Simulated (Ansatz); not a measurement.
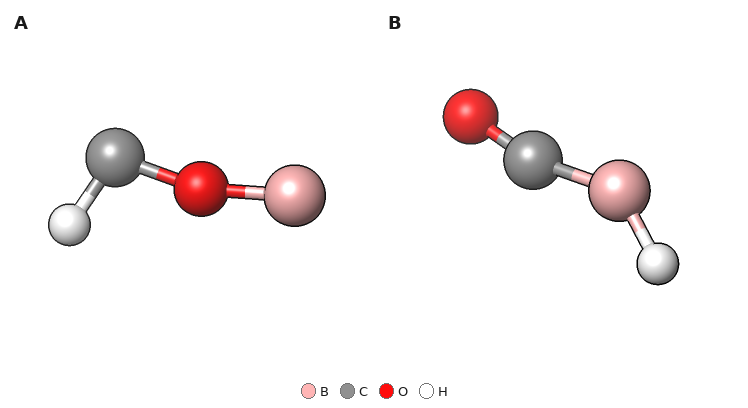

2 stationary structures of one formula. Geometries: PBE-D4/def2-SVP. Electronic energies: PBE-D4/def2-SVP (Ansatz 0.2.0), without zero-point energy. No frequency run is at hand to confirm each as a minimum.

**Which structure is the most stable?**

B is lowest; A lies 193.0 kJ/mol above it.
